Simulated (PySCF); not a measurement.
## Run report: ZnO, geometry relaxation (part 2 of 2)

The same run, continued: ZnO; RKS-pbe0/6-31g, optimize (PySCF 2.14.0). 

Geometry of the input (Å):
```
Zn 0.0000  0.0000  0.0000
O  0.0000  0.0000  1.8650
```

The program's output, continued:
```
becke partition: Becke, JCP 88, 2547 (1988); DOI:10.1063/1.454033
pruning grids: <function nwchem_prune>
grids dens level: 3
symmetrized grids: False
atomic radii adjust function: <function treutler_atomic_radii_adjust>
small_rho_cutoff = 0
Set gradient conv threshold to 3.16228e-05
tot grids = 34728
init E= -1853.83859817181
  HOMO = -0.246836628899682  LUMO = -0.136430983495433  gap/eV = 3.00429
cycle= 1 E= -1853.82449865001  delta_E= 0.0141  |g|= 0.0227  |ddm|= 0.0587
  HOMO = -0.248249832391188  LUMO = -0.141824595763801  gap/eV = 2.89598
cycle= 2 E= -1853.82385325956  delta_E= 0.000645  |g|= 0.059  |ddm|= 0.0566
  HOMO = -0.253924914926666  LUMO = -0.142947822413048  gap/eV = 3.01984
cycle= 3 E= -1853.82449638468  delta_E= -0.000643  |g|= 0.0209  |ddm|= 0.0504
  HOMO = -0.25183967723505  LUMO = -0.142217570474616  gap/eV = 2.98297
cycle= 4 E= -1853.82459959171  delta_E= -0.000103  |g|= 0.00181  |ddm|= 0.0134
  HOMO = -0.251460567125551  LUMO = -0.142072329620911  gap/eV = 2.97661
cycle= 5 E= -1853.82460026687  delta_E= -6.75e-07  |g|= 0.000308  |ddm|= 0.0014
  HOMO = -0.251416131545066  LUMO = -0.142086577906876  gap/eV = 2.97501
cycle= 6 E= -1853.82460030767  delta_E= -4.08e-08  |g|= 0.0001  |ddm|= 0.000607
  HOMO = -0.251430734154972  LUMO = -0.142093252210691  gap/eV = 2.97522
cycle= 7 E= -1853.82460031082  delta_E= -3.14e-09  |g|= 3.07e-05  |ddm|= 0.000144
  HOMO = -0.251427833978556  LUMO = -0.142094471791342  gap/eV = 2.97511
cycle= 8 E= -1853.82460031111  delta_E= -2.88e-10  |g|= 2.55e-06  |ddm|= 2.58e-05
  HOMO = -0.251427525713191  LUMO = -0.142094164753937  gap/eV = 2.97511
Extra cycle  E= -1853.8246003111  delta_E= 2.27e-12  |g|= 3.26e-06  |ddm|= 3.56e-06
converged SCF energy = -1853.8246003111

******** <class 'pyscf.grad.rhf.Gradients_Scanner'> for <class 'pyscf.scf.hf.RKS_Scanner'> ********
unit = Eh/Bohr
grid_response = True
--------------- RKS_Scanner gradients ---------------
         x                y                z
0 Zn    -0.0000000000    -0.0000000000     0.0111535467
1 O     0.0000000000     0.0000000000    -0.0111535467
----------------------------------------------
cycle 3: E = -1853.82460031  dE = -0.000203572  norm(grad) = 0.0157735
Step    2 : Displace = 2.365e-02/2.365e-02 (rms/max) Trust = 1.414e-01 (+) Grad = 1.115e-02/1.115e-02 (rms/max) E (change) = -1853.8246003111 (-2.036e-04) Quality = 0.314
Hessian Eigenvalues: 5.00000e-02 5.00000e-02 5.00000e-02 ... 5.00000e-02 5.00000e-02 2.87240e-01

Geometry optimization cycle 4
Cartesian coordinates (Angstrom)
 Atom        New coordinates             dX        dY        dZ
  Zn   0.000000   0.000000   0.085158    0.000000  0.000000 -0.010274
   O  -0.000000  -0.000000   1.779842   -0.000000 -0.000000  0.010274
New geometry
   1 Zn     0.000000000000   0.000000000000   0.085157998198 AA    0.000000000000   0.000000000000   0.160925293911 Bohr
   2 O     -0.000000000000  -0.000000000000   1.779842001801 AA   -0.000000000000  -0.000000000000   3.363413928402 Bohr

******** <class 'pyscf.scf.hf.RKS_Scanner'> ********
method = RKS_Scanner
initial guess = minao
damping factor = 0
level_shift factor = 0
DIIS = <class 'pyscf.scf.diis.CDIIS'>
diis_start_cycle = 1
diis_space = 8
diis_damp = 0
SCF conv_tol = 1e-09
SCF conv_tol_grad = None
SCF max_cycles = 50
direct_scf = True
direct_scf_tol = 1e-13
XC library pyscf.dft.libxc version 7.0.0
    S. Lehtola, C. Steigemann, M. J.T. Oliveira, and M. A.L. Marques.,  SoftwareX 7, 1–5 (2018)
XC functionals = pbe0
    C. Adamo and V. Barone.,  J. Chem. Phys. 110, 6158 (1999)
    M. Ernzerhof and G. E. Scuseria.,  J. Chem. Phys. 110, 5029 (1999)
radial grids:
    Treutler-Ahlrichs [JCP 102, 346 (1995); DOI:10.1063/1.469408] (M4) radial grids

becke partition: Becke, JCP 88, 2547 (1988); DOI:10.1063/1.454033
pruning grids: <function nwchem_prune>
grids dens level: 3
symmetrized grids: False
atomic radii adjust function: <function treutler_atomic_radii_adjust>
small_rho_cutoff = 0
Set gradient conv threshold to 3.16228e-05
tot grids = 34728
init E= -1853.81931869121
  HOMO = -0.251933604873881  LUMO = -0.145224551223233  gap/eV = 2.90370
cycle= 1 E= -1853.82477555846  delta_E= -0.00546  |g|= 0.0099  |ddm|= 0.0257
  HOMO = -0.251515844767188  LUMO = -0.142958516296155  gap/eV = 2.95400
cycle= 2 E= -1853.82464240291  delta_E= 0.000133  |g|= 0.0264  |ddm|= 0.0253
  HOMO = -0.248941796394454  LUMO = -0.142442108432659  gap/eV = 2.89800
cycle= 3 E= -1853.82477651207  delta_E= -0.000134  |g|= 0.00884  |ddm|= 0.0225
  HOMO = -0.249819620597895  LUMO = -0.142755712213817  gap/eV = 2.91336
cycle= 4 E= -1853.8247950115  delta_E= -1.85e-05  |g|= 0.000847  |ddm|= 0.00566
  HOMO = -0.249981845852423  LUMO = -0.142815530877394  gap/eV = 2.91614
cycle= 5 E= -1853.82479514932  delta_E= -1.38e-07  |g|= 0.000146  |ddm|= 0.000609
  HOMO = -0.250002000785137  LUMO = -0.142808860897054  gap/eV = 2.91687
cycle= 6 E= -1853.82479515769  delta_E= -8.37e-09  |g|= 4.62e-05  |ddm|= 0.000267
  HOMO = -0.24999541346686  LUMO = -0.142805892026926  gap/eV = 2.91678
cycle= 7 E= -1853.82479515834  delta_E= -6.48e-10  |g|= 1.28e-05  |ddm|= 6.27e-05
  HOMO = -0.25000164111413  LUMO = -0.142806732534301  gap/eV = 2.91692
Extra cycle  E= -1853.82479515759  delta_E= 7.43e-10  |g|= 5.6e-05  |ddm|= 4.83e-05
converged SCF energy = -1853.82479515759

******** <class 'pyscf.grad.rhf.Gradients_Scanner'> for <class 'pyscf.scf.hf.RKS_Scanner'> ********
unit = Eh/Bohr
grid_response = True
--------------- RKS_Scanner gradients ---------------
         x                y                z
0 Zn     0.0000000000     0.0000000000    -0.0008795516
1 O    -0.0000000000    -0.0000000000     0.0008795516
----------------------------------------------
cycle 4: E = -1853.82479516  dE = -0.000194846  norm(grad) = 0.00124387
Step    3 : Displace = 1.027e-02/1.027e-02 (rms/max) Trust = 1.414e-01 (=) Grad = 8.796e-04/8.796e-04 (rms/max) E (change) = -1853.8247951576 (-1.948e-04) Quality = 0.900
Hessian Eigenvalues: 5.00000e-02 5.00000e-02 5.00000e-02 ... 5.00000e-02 5.00000e-02 3.09892e-01

Geometry optimization cycle 5
Cartesian coordinates (Angstrom)
 Atom        New coordinates             dX        dY        dZ
  Zn  -0.000000   0.000000   0.085909   -0.000000 -0.000000  0.000751
   O   0.000000  -0.000000   1.779091    0.000000  0.000000 -0.000751
New geometry
   1 Zn    -0.000000000000   0.000000000000   0.085908967754 AA   -0.000000000000   0.000000000000   0.162344420698 Bohr
   2 O      0.000000000000  -0.000000000000   1.779091032247 AA    0.000000000000  -0.000000000000   3.361994801616 Bohr

******** <class 'pyscf.scf.hf.RKS_Scanner'> ********
method = RKS_Scanner
initial guess = minao
damping factor = 0
level_shift factor = 0
DIIS = <class 'pyscf.scf.diis.CDIIS'>
diis_start_cycle = 1
diis_space = 8
diis_damp = 0
SCF conv_tol = 1e-09
SCF conv_tol_grad = None
SCF max_cycles = 50
direct_scf = True
direct_scf_tol = 1e-13
XC library pyscf.dft.libxc version 7.0.0
    S. Lehtola, C. Steigemann, M. J.T. Oliveira, and M. A.L. Marques.,  SoftwareX 7, 1–5 (2018)
XC functionals = pbe0
    C. Adamo and V. Barone.,  J. Chem. Phys. 110, 6158 (1999)
    M. Ernzerhof and G. E. Scuseria.,  J. Chem. Phys. 110, 5029 (1999)
radial grids:
    Treutler-Ahlrichs [JCP 102, 346 (1995); DOI:10.1063/1.469408] (M4) radial grids

becke partition: Becke, JCP 88, 2547 (1988); DOI:10.1063/1.454033
pruning grids: <function nwchem_prune>
grids dens level: 3
symmetrized grids: False
atomic radii adjust function: <function treutler_atomic_radii_adjust>
small_rho_cutoff = 0
Set gradient conv threshold to 3.16228e-05
tot grids = 34728
init E= -1853.8252110559
  HOMO = -0.249933812431452  LUMO = -0.142570465281654  gap/eV = 2.92151
cycle= 1 E= -1853.82479640506  delta_E= 0.000415  |g|= 0.000588  |ddm|= 0.00182
  HOMO = -0.250079839809441  LUMO = -0.142766757456309  gap/eV = 2.92014
cycle= 2 E= -1853.82479630058  delta_E= 1.04e-07  |g|= 0.00103  |ddm|= 0.00122
  HOMO = -0.250168465581713  LUMO = -0.142776487114916  gap/eV = 2.92228
cycle= 3 E= -1853.82479638485  delta_E= -8.43e-08  |g|= 0.000595  |ddm|= 0.000923
  HOMO = -0.250108534129386  LUMO = -0.142757845226979  gap/eV = 2.92116
cycle= 4 E= -1853.82479647317  delta_E= -8.83e-08  |g|= 4.63e-05  |ddm|= 0.000412
  HOMO = -0.250099887926017  LUMO = -0.142754220610715  gap/eV = 2.92102
cycle= 5 E= -1853.82479647356  delta_E= -3.83e-10  |g|= 1.07e-05  |ddm|= 4.59e-05
  HOMO = -0.250096110089877  LUMO = -0.142754146901128  gap/eV = 2.92092
Extra cycle  E= -1853.8247964733  delta_E= 2.57e-10  |g|= 3.56e-05  |ddm|= 3.19e-05
converged SCF energy = -1853.8247964733

******** <class 'pyscf.grad.rhf.Gradients_Scanner'> for <class 'pyscf.scf.hf.RKS_Scanner'> ********
unit = Eh/Bohr
grid_response = True
--------------- RKS_Scanner gradients ---------------
         x                y                z
0 Zn     0.0000000000    -0.0000000000    -0.0000458127
1 O    -0.0000000000     0.0000000000     0.0000458127
----------------------------------------------
cycle 5: E = -1853.82479647  dE = -1.3157e-06  norm(grad) = 6.4789e-05
Step    4 : Displace = 7.510e-04/7.510e-04 (rms/max) Trust = 2.000e-01 (+) Grad = 4.581e-05/4.581e-05 (rms/max) E (change) = -1853.8247964733 (-1.316e-06) Quality = 1.054
Hessian Eigenvalues: 5.00000e-02 5.00000e-02 5.00000e-02 ... 5.00000e-02 5.00000e-02 2.93751e-01

Geometry optimization cycle 6
Cartesian coordinates (Angstrom)
 Atom        New coordinates             dX        dY        dZ
  Zn  -0.000000   0.000000   0.085950   -0.000000  0.000000  0.000041
   O   0.000000  -0.000000   1.779050    0.000000 -0.000000 -0.000041
New geometry
   1 Zn    -0.000000000000   0.000000000000   0.085950232437 AA   -0.000000000000   0.000000000000   0.162422399649 Bohr
   2 O      0.000000000000  -0.000000000000   1.779049767562 AA    0.000000000000  -0.000000000000   3.361916822663 Bohr

******** <class 'pyscf.scf.hf.RKS_Scanner'> ********
method = RKS_Scanner
initial guess = minao
damping factor = 0
level_shift factor = 0
DIIS = <class 'pyscf.scf.diis.CDIIS'>
diis_start_cycle = 1
diis_space = 8
diis_damp = 0
SCF conv_tol = 1e-09
SCF conv_tol_grad = None
SCF max_cycles = 50
direct_scf = True
direct_scf_tol = 1e-13
XC library pyscf.dft.libxc version 7.0.0
    S. Lehtola, C. Steigemann, M. J.T. Oliveira, and M. A.L. Marques.,  SoftwareX 7, 1–5 (2018)
XC functionals = pbe0
    C. Adamo and V. Barone.,  J. Chem. Phys. 110, 6158 (1999)
    M. Ernzerhof and G. E. Scuseria.,  J. Chem. Phys. 110, 5029 (1999)
radial grids:
    Treutler-Ahlrichs [JCP 102, 346 (1995); DOI:10.1063/1.469408] (M4) radial grids

becke partition: Becke, JCP 88, 2547 (1988); DOI:10.1063/1.454033
pruning grids: <function nwchem_prune>
grids dens level: 3
symmetrized grids: False
atomic radii adjust function: <function treutler_atomic_radii_adjust>
small_rho_cutoff = 0
Set gradient conv threshold to 3.16228e-05
tot grids = 34728
init E= -1853.82481921236
  HOMO = -0.250108842650458  LUMO = -0.142745157258056  gap/eV = 2.92151
cycle= 1 E= -1853.82479647012  delta_E= 2.27e-05  |g|= 0.000176  |ddm|= 0.000185
  HOMO = -0.250046401062544  LUMO = -0.142738728197426  gap/eV = 2.91999
cycle= 2 E= -1853.82479635473  delta_E= 1.15e-07  |g|= 0.000707  |ddm|= 0.000604
  HOMO = -0.250107844348554  LUMO = -0.142753636862079  gap/eV = 2.92126
cycle= 3 E= -1853.82479647718  delta_E= -1.22e-07  |g|= 3.21e-05  |ddm|= 0.000498
  HOMO = -0.250105255364798  LUMO = -0.142752405234282  gap/eV = 2.92122
cycle= 4 E= -1853.82479647735  delta_E= -1.65e-10  |g|= 4.01e-06  |ddm|= 1.61e-05
  HOMO = -0.250103170447805  LUMO = -0.142751818572355  gap/eV = 2.92118
Extra cycle  E= -1853.8247964773  delta_E= 4.46e-11  |g|= 1.43e-05  |ddm|= 1.17e-05
converged SCF energy = -1853.8247964773

******** <class 'pyscf.grad.rhf.Gradients_Scanner'> for <class 'pyscf.scf.hf.RKS_Scanner'> ********
unit = Eh/Bohr
grid_response = True
--------------- RKS_Scanner gradients ---------------
         x                y                z
0 Zn     0.0000000000     0.0000000000    -0.0000007769
1 O    -0.0000000000    -0.0000000000     0.0000007769
----------------------------------------------
cycle 6: E = -1853.82479648  dE = -4.00564e-09  norm(grad) = 1.09872e-06
```

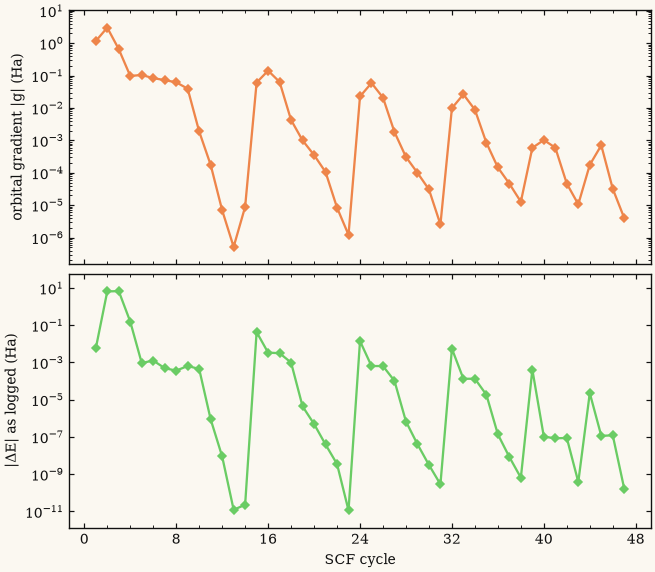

Figure 1. Convergence of the self-consistent field: orbital gradient |g| and size of the energy change against the SCF cycle. All cycles printed in the log are drawn one after another.

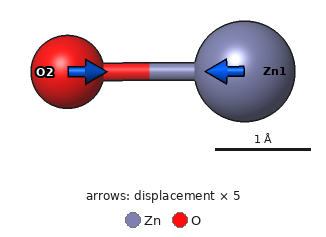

Figure 2. The starting structure with the displacements as blue arrows, magnified 5 times (ball-and-stick view, seen on its broad side). The two geometries are laid on each other by the best rigid fit. The largest moves after the best rigid fit, 0.086 Å, are those of Zn1 and O2. Largest moves by element: Zn 0.086 Å, O 0.086 Å. Among the contacts that change: Zn1–O2 1.865 → 1.693 Å. (Atoms are counted from 1 in the order of the input.)

```
Step    5 : Displace = 4.126e-05/4.126e-05 (rms/max) Trust = 2.828e-01 (+) Grad = 7.769e-07/7.769e-07 (rms/max) E (change) = -1853.8247964773 (-4.006e-09) Quality = 1.121
Hessian Eigenvalues: 5.00000e-02 5.00000e-02 5.00000e-02 ... 5.00000e-02 5.00000e-02 2.93751e-01
Converged! =D

    #| If this code has benefited your research, please support us by citing: |#
    #| Wang, L.-P.; Song, C.C. (2016) "Geometry optimization made simple with |#
    #| translation and rotation coordinates", J. Chem, Phys. 144, 214108.     |#
    #|                                     |#
optimised geometry (angstrom)
Zn         -0.00000000        0.00000000        0.08595023
O           0.00000000       -0.00000000        1.77904977
orbital energies (hartree): [-0.297  -0.241  -0.241  -0.1473 -0.0073 -0.0073]
```

Results in brief:

```json
{"quantity": "outcome", "value": "converged"}
{"quantity": "SCF energy at the first geometry", "value": "−1853.813538 hartree"}
{"quantity": "wall time", "value": "7.3 s"}
```
